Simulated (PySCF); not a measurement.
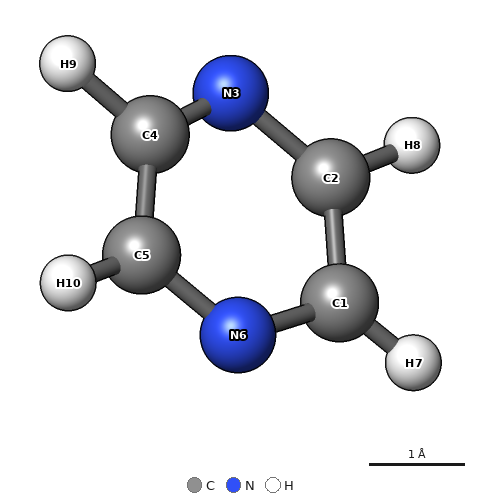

This is the input geometry for a relaxation of C₄H₄N₂. Style: ball-and-stick. Shown at a tilt.

The start comes from MMFF94s. Its atoms were then displaced at random by about 0.03 Å.

Level of theory: PBE0-D3(BJ)/def2-SVP geometry optimisation, gas phase (PySCF).

```xyz
10

C     1.1704   -0.8196    0.0494
C     1.1546    0.6271    0.0144
N     0.0033    1.4093   -0.0423
C    -1.0095    0.7498   -0.0475
C    -1.1801   -0.6608   -0.0525
N    -0.0756   -1.4018    0.0092
H     2.0350   -1.3565    0.0675
H     2.1661    1.1819    0.0226
H    -2.0117    1.3667   -0.0088
H    -2.1279   -1.1728   -0.0076
```

Where does the relaxation end?

Over 8 geometry steps the energy falls by 26.6 kcal/mol. The atom that moves furthest after the best rigid fit is C1 (0.090 Å). Largest moves by element: C 0.090 Å, N 0.081 Å, H 0.050 Å. Among the contacts that change: N3–C4 1.209 → 1.329 Å, C4–H9 1.178 → 1.096 Å, C1–H7 1.018 → 1.096 Å, C2–N3 1.393 → 1.329 Å. Among the angles between lasting bonds that change: N3–C4–C5 130.0° → 121.8°, C2–C1–N6 114.4° → 121.8°, C5–C4–H9 114.7° → 120.7°. Cost: 25 s on 1 thread of Arm Neoverse V2, with other jobs on the host.

Step by step:

| step | E − E(0), kcal/mol |
| --- | --- |
| 0 | 0.00 |
| 1 | -15.85 |
| 2 | -19.65 |
| 3 | -24.63 |
| 4 | -25.59 |
| 5 | -26.44 |
| 6 | -26.55 |
| 7 | -26.58 |
| 8 | -26.58 |

The structure at the end:

```xyz
10

C     1.1083   -0.7575    0.0295
C     1.1734    0.6375    0.0124
N     0.0777    1.3896   -0.0167
C    -1.0835    0.7423   -0.0285
C    -1.1485   -0.6528   -0.0116
N    -0.0527   -1.4051    0.0175
H     2.0233   -1.3604    0.0533
H     2.1403    1.1531    0.0224
H    -1.9985    1.3454   -0.0522
H    -2.1151   -1.1690   -0.0219
```

After the run, drawn alike:

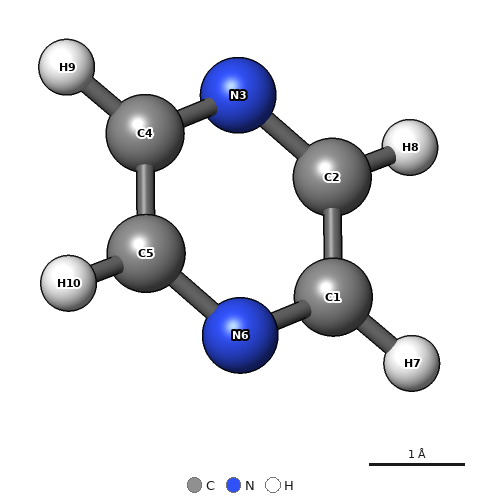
